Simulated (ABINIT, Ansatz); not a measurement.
## A GW run on Bi2S2O (P4/nmm) in ABINIT, with inputs changed

Aim: change inputs of a GW run on Bi2S2O (P4/nmm) and see what moves.

Program: ABINIT 10.8.3. Level of theory: PBEsol and many-body steps on it, plane waves. Results are calculated unless marked as measured.

### Step 1. Set-up

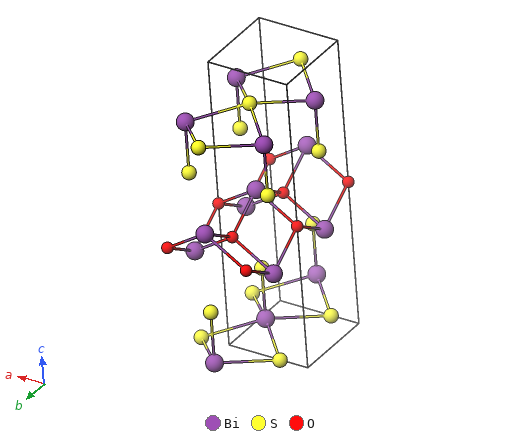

Start, viewed from a free direction; bismuth purple, sulfur yellow, oxygen red. 1×2×1 cells are drawn. Some periodic images of atoms are drawn too.

The cell and positions are those that the Materials Project relaxed with its own functionals (PBE, PBE+U or r2SCAN), kept fixed. Spin-orbit coupling is left out unless a step names it.

### Step 2. Screening, 4×4×1 mesh, 209 bands, screening to 114.3 eV

This step: ABINIT 10.8.3; RPA screening on PBEsol, plane waves, norm-conserving pseudopotentials.

The RPA dielectric matrix is built and inverted for each q.

run.abi reads:

```
acell 3*1.0 Angstrom
rprim 
  3.954101390000 0.000000000000 0.000000000000
  0.000000000000 3.954101390000 0.000000000000
  0.000000000000 0.000000000000 14.050579580000
ntypat 3
znucl 83 16 8
natom 10
typat 1 1 1 1 2 2 2 2 3 3
xred 
  0.000000000000 0.500000000000 0.866495830000
  0.500000000000 0.000000000000 0.133504170000
  0.500000000000 0.000000000000 0.589093140000
  0.000000000000 0.500000000000 0.410906860000
  0.500000000000 0.000000000000 0.894313410000
  0.000000000000 0.500000000000 0.105686590000
  0.000000000000 0.500000000000 0.687487520000
  0.500000000000 0.000000000000 0.312512480000
  0.000000000000 0.000000000000 0.500000000000
  0.500000000000 0.500000000000 0.500000000000
pp_dirpath "pseudos"
pseudos "Bi.upf, S.upf, O.upf"
ecut 42
ngkpt 4 4 1
nshiftk 1
shiftk 0 0 0
kptopt 1
chksymbreak 0
istwfk *1
occopt 1
irdwfk 1
optdriver 3
nband 209
ecuteps 4.2
inclvkb 2
awtr 1
symchi 1
indata_prefix "in"
outdata_prefix "out"
tmpdata_prefix "tmp"
```

The run is started by

```sh
> OMP_NUM_THREADS=1 mpirun -n 8 abinit run.abi > log
```

What it wrote:

```text
.Version 10.8.3 of ABINIT. v10.8.2 released Aug 2026.

 Symmetries : space group P4/n m m (#129); Bravais tP (primitive tetrag.)
[... echo of the input left out ...]
== DATASET  1 ==================================================================
-   mpi_nproc: 8, omp_nthreads: 1 (-1 if OMP is not activated)

--- !DatasetInfo
iteration_state: {dtset: 1, }
dimensions: {natom: 10, nkpt: 6, mband: 209, nsppol: 1, nspinor: 1, nspden: 1, mpw: 19392, }
cutoff_energies: {ecut:  42.0, pawecutdg:  -1.0, }
electrons: {nelect:   1.28000000E+02, charge:   0.00000000E+00, occopt:   1.00000000E+00, tsmear:   1.00000000E-02, }

 SCREENING: Calculation of the susceptibility and dielectric matrices

 Based on a program developped by R.W. Godby, V. Olevano, G. Onida, and L. Reining.
 Incorporated in ABINIT by V. Olevano, G.-M. Rignanese, and M. Torrent.
.Using double precision arithmetic ; gwpc =  8

[... cell and pseudopotentials left out ...]
--------------------------------------------------------------------------------

 ==== K-mesh for the wavefunctions ====
 Number of points in the irreducible wedge :     6
[... list of points left out ...]
 Together with 16 symmetry operations and time-reversal symmetry
 yields    16 points in the full Brillouin Zone.

 ==== Q-mesh for the screening function ====
 Number of points in the irreducible wedge :     6
[... list of points left out ...]
 Together with 16 symmetry operations and time-reversal symmetry
 yields    16 points in the full Brillouin Zone.

 setmesh: FFT mesh size selected  =    30x   30x  108
          total number of points  =        97200

 vcoul_init : cutoff-mode = AUXILIARY_FUNCTION
 q-points for optical limit:   1
     1)      0.000010    0.000020    0.000030

- screening: taking advantage of time-reversal symmetry
- Maximum band index for partially occupied states nbvw = 64
- Remaining bands to be divided among processors   nbcw = 145
- Number of bands treated by each node ~18

 Number of electrons calculated from density =  128.0000; Expected =  128.0000
 average of density, n =  0.086342
 r_s =    1.4036
 omega_plasma =   28.3444 [eV]

 calculating chi0 at frequencies [eV] :
  1    0.000000E+00    0.000000E+00
  2    0.000000E+00    2.834441E+01

--------------------------------------------------------------------------------
  q-point number  1        q = ( 0.000000, 0.000000, 0.000000) [r.l.u.]
--------------------------------------------------------------------------------
[... chi0 elements left out ...]
 For q-point:  0.000010 0.000020 0.000030
  dielectric constant =  24.7009
  dielectric constant without local fields =  26.7708

  Average fulfillment of the sum rule on Im[epsilon] for q-point    1 :     59.02  [%]
[... wings left out ...]
  q-point number  2        q = ( 0.250000, 0.000000, 0.000000) [r.l.u.]
--------------------------------------------------------------------------------
[... chi0 elements left out ...]
  Average fulfillment of the sum rule on Im[epsilon] for q-point    2 :     60.02  [%]

 [... 4 further q-points ...]
```

It took 3.7 min on 8 MPI ranks of AMD EPYC 9R45, shared host; peak memory 9.5 GiB.

Numbers from this step:

- ε∞ with local fields, on this mesh, along the program's q direction: 24.70
- the same without local fields: 26.77
- plasma frequency: 28.34 eV
- plane waves in the screening matrix: 613

Local fields lower ε∞ by 8 %. On a Γ-centred mesh this coarse the value itself is usually too large, while a short band sum pulls it down.

### Step 3. Base

The self-energy is evaluated for the states that the input lists, and the levels follow from it, in one-shot runs by the linearised quasiparticle equation.

This step: G0W0 on PBEsol, plane waves, norm-conserving pseudopotentials.

run.abi, as its differences from that of step 2:

```diff
@@ -31,8 +31,17 @@
 irdwfk 1
-optdriver 3
+optdriver 4
 nband 209
+gwcalctyp 0
+ecutsigx 42
+symsigma 1
+nkptgw 2
+kptgw 
+  0.5000000000 0.0000000000 0.0000000000
+  0.0000000000 0.0000000000 0.0000000000
+bdgw 
+  63 66
+  63 66
 ecuteps 4.2
-inclvkb 2
-awtr 1
-symchi 1
+irdscr 1
+ppmodel 1
 indata_prefix "in"
```

What it wrote:

```text
.Version 10.8.3 of ABINIT. v10.8.2 released Aug 2026.

 Symmetries : space group P4/n m m (#129); Bravais tP (primitive tetrag.)
[... echo of the input left out ...]
== DATASET  1 ==================================================================
-   mpi_nproc: 8, omp_nthreads: 1 (-1 if OMP is not activated)

--- !DatasetInfo
iteration_state: {dtset: 1, }
dimensions: {natom: 10, nkpt: 6, mband: 209, nsppol: 1, nspinor: 1, nspden: 1, mpw: 19392, }
cutoff_energies: {ecut:  42.0, pawecutdg:  -1.0, }
electrons: {nelect:   1.28000000E+02, charge:   0.00000000E+00, occopt:   1.00000000E+00, tsmear:   1.00000000E-02, }

 SIGMA: Calculation of the GW corrections

 Based on a program developped by R.W. Godby, V. Olevano, G. Onida, and L. Reining.
 Incorporated in ABINIT by V. Olevano, G.-M. Rignanese, and M. Torrent.
.Using double precision arithmetic ; gwpc =  8

[... cell and pseudopotentials left out ...]
--------------------------------------------------------------------------------

 ==== K-mesh for the wavefunctions ====
 Number of points in the irreducible wedge :     6
[... list of points left out ...]
 Together with 16 symmetry operations and time-reversal symmetry
 yields    16 points in the full Brillouin Zone.

 ==== Q-mesh for screening function ====
 Number of points in the irreducible wedge :     6
[... list of points left out ...]
 Together with 16 symmetry operations and time-reversal symmetry
 yields    16 points in the full Brillouin Zone.

 vcoul_init : cutoff-mode = AUXILIARY_FUNCTION
 q-points for optical limit:   1
     1)      0.000010    0.000020    0.000030
 setmesh: FFT mesh size selected  =    48x   48x  160
          total number of points  =       368640

 Number of electrons calculated from density =  128.0000; Expected =  128.0000
 average of density, n =  0.086342
 r_s =    1.4036
 omega_plasma =   28.3444 [eV]

 === KS Band Gaps ===
  >>>> For spin  1
   Minimum direct gap =   0.9448 [eV], located at k-point      :   0.5000  0.0000  0.0000
   Fundamental gap    =   0.9448 [eV], Top of valence bands at :   0.5000  0.0000  0.0000
                                       Bottom of conduction at :   0.5000  0.0000  0.0000
 SIGMA fundamental parameters:
 PLASMON POLE MODEL  1
 number of plane-waves for SigmaX                19313
 number of plane-waves for SigmaC and W            613
 number of plane-waves for wavefunctions         19313
 number of bands                                   209
 number of independent spin polarizations            1
 number of spinorial components                      1
 number of k-points in IBZ                           6
 number of q-points in IBZ                           6
 number of symmetry operations                      16
 number of k-points in BZ                           16
 number of q-points in BZ                           16
 number of frequencies for dSigma/dE                 9
 frequency step for dSigma/dE [eV]                0.25
 number of omega for Sigma on real axis              0
 max omega for Sigma on real axis  [eV]           0.00
 zcut for avoiding poles [eV]                     0.10

 EPSILON^-1 parameters (SCR file):
 dimension of the eps^-1 matrix on file            613
 dimension of the eps^-1 matrix used               613
 number of plane-waves for wavefunctions         19313
 number of bands                                   209
 number of q-points in IBZ                           6
 number of frequencies                               2
 number of real frequencies                          1
 number of imag frequencies                          1

 matrix elements of self-energy operator (all in [eV])

 Perturbative Calculation

--- !SelfEnergy_ee
iteration_state: {dtset: 1, }
kpoint     : [   0.500,    0.000,    0.000, ]
spin       : 1
KS_gap     :    0.945
QP_gap     :    1.283
Delta_QP_KS:    0.338
data: !SigmaeeData |
     Band     E0 <VxcDFT>   SigX SigC(E0)      Z dSigC/dE  Sig(E)    E-E0       E
       63   6.641 -13.850 -15.211   1.535   0.787  -0.270 -13.713   0.137   6.778
       64   6.641 -13.850 -15.211   1.535   0.787  -0.270 -13.713   0.137   6.778
       65   7.586 -12.478  -9.410  -2.476   0.801  -0.249 -12.003   0.475   8.061
       66   7.586 -12.478  -9.410  -2.476   0.801  -0.249 -12.003   0.475   8.061

--- !SelfEnergy_ee
iteration_state: {dtset: 1, }
kpoint     : [   0.000,    0.000,    0.000, ]
spin       : 1
KS_gap     :    2.153
QP_gap     :    2.931
Delta_QP_KS:    0.777
data: !SigmaeeData |
     Band     E0 <VxcDFT>   SigX SigC(E0)      Z dSigC/dE  Sig(E)    E-E0       E
       63   5.889 -13.173 -16.354   2.967   0.767  -0.304 -13.337  -0.164   5.725
       64   5.889 -13.173 -16.354   2.967   0.767  -0.304 -13.337  -0.164   5.725
       65   8.043 -12.015  -8.200  -3.061   0.813  -0.230 -11.402   0.613   8.656
       66   8.788 -12.086  -8.078  -3.171   0.811  -0.234 -11.407   0.679   9.467

== END DATASET(S) ==============================================================
================================================================================

 -outvars: echo values of variables after computation  --------
           etotal      0.0000000000E+00
            nband         209
             nkpt           6
          spgroup         129
 [... the other variables as echoed above ...]

 Calculation completed.
```

Elapsed: 30 s, on 8 MPI ranks; peak memory 5.6 GiB.

This step gave:

- G0W0 gap on the points computed: 1.283 eV
- starting gap on the mesh: 0.9451 eV
- k of the valence top: 0.5, 0, 0
- k of the conduction bottom: 0.5, 0, 0
- Z at the valence top: 0.787
- Z at the conduction bottom: 0.801
- least direct G0W0 gap on the computed points: 1.283 eV

The gap on the mesh goes from 0.95 eV to 1.28 eV, a correction of +0.34 eV.

### Step 4. Fewer bands in the self-energy

run.abi, as its differences from that of step 3:

```diff
@@ -32,3 +32,3 @@
 optdriver 4
-nband 209
+nband 70
 gwcalctyp 0
```

What it wrote:

```text
.Version 10.8.3 of ABINIT. v10.8.2 released Aug 2026.

 Symmetries : space group P4/n m m (#129); Bravais tP (primitive tetrag.)
[... echo of the input left out ...]
== DATASET  1 ==================================================================
-   mpi_nproc: 8, omp_nthreads: 1 (-1 if OMP is not activated)

--- !DatasetInfo
iteration_state: {dtset: 1, }
dimensions: {natom: 10, nkpt: 6, mband: 70, nsppol: 1, nspinor: 1, nspden: 1, mpw: 19392, }
cutoff_energies: {ecut:  42.0, pawecutdg:  -1.0, }
electrons: {nelect:   1.28000000E+02, charge:   0.00000000E+00, occopt:   1.00000000E+00, tsmear:   1.00000000E-02, }

 SIGMA: Calculation of the GW corrections

 Based on a program developped by R.W. Godby, V. Olevano, G. Onida, and L. Reining.
 Incorporated in ABINIT by V. Olevano, G.-M. Rignanese, and M. Torrent.
.Using double precision arithmetic ; gwpc =  8

[... cell and pseudopotentials left out ...]
--------------------------------------------------------------------------------

 ==== K-mesh for the wavefunctions ====
 Number of points in the irreducible wedge :     6
[... list of points left out ...]
 Together with 16 symmetry operations and time-reversal symmetry
 yields    16 points in the full Brillouin Zone.

 ==== Q-mesh for screening function ====
 Number of points in the irreducible wedge :     6
[... list of points left out ...]
 Together with 16 symmetry operations and time-reversal symmetry
 yields    16 points in the full Brillouin Zone.

 vcoul_init : cutoff-mode = AUXILIARY_FUNCTION
 q-points for optical limit:   1
     1)      0.000010    0.000020    0.000030
 setmesh: FFT mesh size selected  =    48x   48x  160
          total number of points  =       368640

 Number of electrons calculated from density =  128.0000; Expected =  128.0000
[...]
number of omega for Sigma on real axis              0
 max omega for Sigma on real axis  [eV]           0.00
 zcut for avoiding poles [eV]                     0.10

 EPSILON^-1 parameters (SCR file):
 dimension of the eps^-1 matrix on file            613
 dimension of the eps^-1 matrix used               613
 number of plane-waves for wavefunctions         19313
 number of bands                                   209
 number of q-points in IBZ                           6
 number of frequencies                               2
 number of real frequencies                          1
 number of imag frequencies                          1

 matrix elements of self-energy operator (all in [eV])

 Perturbative Calculation

--- !SelfEnergy_ee
iteration_state: {dtset: 1, }
kpoint     : [   0.500,    0.000,    0.000, ]
spin       : 1
KS_gap     :    0.945
QP_gap     :    1.305
Delta_QP_KS:    0.360
data: !SigmaeeData |
     Band     E0 <VxcDFT>   SigX SigC(E0)      Z dSigC/dE  Sig(E)    E-E0       E
       63   6.641 -13.850 -15.211   3.695   0.825  -0.212 -11.925   1.925   8.566
       64   6.641 -13.850 -15.211   3.695   0.825  -0.212 -11.925   1.925   8.566
       65   7.586 -12.478  -9.410  -0.356   0.842  -0.187 -10.193   2.285   9.871
[...]
--- !SelfEnergy_ee
iteration_state: {dtset: 1, }
kpoint     : [   0.000,    0.000,    0.000, ]
spin       : 1
KS_gap     :    2.153
QP_gap     :    3.252
Delta_QP_KS:    1.098
data: !SigmaeeData |
     Band     E0 <VxcDFT>   SigX SigC(E0)      Z dSigC/dE  Sig(E)    E-E0       E
[...]
65   8.043 -12.015  -8.200  -0.843   0.863  -0.158  -9.450   2.566  10.609
       66   8.788 -12.086  -8.078  -0.730   0.867  -0.153  -9.243   2.843  11.631

== END DATASET(S) ==============================================================
================================================================================

 -outvars: echo values of variables after computation  --------
           etotal      0.0000000000E+00
            nband          70
             nkpt           6
          spgroup         129
 [... the other variables as echoed above ...]

 Calculation completed.
```

Run time: 15 s. Hardware: 8 MPI ranks; peak memory 4.4 GiB; 1.9 min of CPU time.

Numbers from this step:

```
G0W0 gap on the points computed              : 1.305 eV
starting gap on the mesh                     : 0.9451 eV
k of the valence top                         : 0.5, 0, 0
k of the conduction bottom                   : 0.5, 0, 0
Z at the valence top                         : 0.825
Z at the conduction bottom                   : 0.842
least direct G0W0 gap on the computed points : 1.305 eV
```

(Part 1 of 2 ends here.)

[Paths, hosts, dates, memory and timing lines, banners, echoed tables and standing remarks are left out of the program output.]

[Logs are printed without paths, hosts, clocks, repeated set-up lines and the standing remarks that a program may print on its own settings, such as how far it seeks lower states.]

[Runs of the session that timed out or met a known fault of the program may be left out.]

[Hosts, paths, dates, database ids (printed as entryN), source tags and the programs' standing remarks are cut or masked in the printed files.]

[G0W0 gaps are taken among the corrected bands and points alone; a level outside them can change the order at an edge.]

[Where Ansatz stands beside ABINIT at settings called matched, ABINIT's density can come from a denser mesh and the files from another edition; pairs whose starting gaps differed by over 0.03 eV were left out, so agreement reads better than it is.]
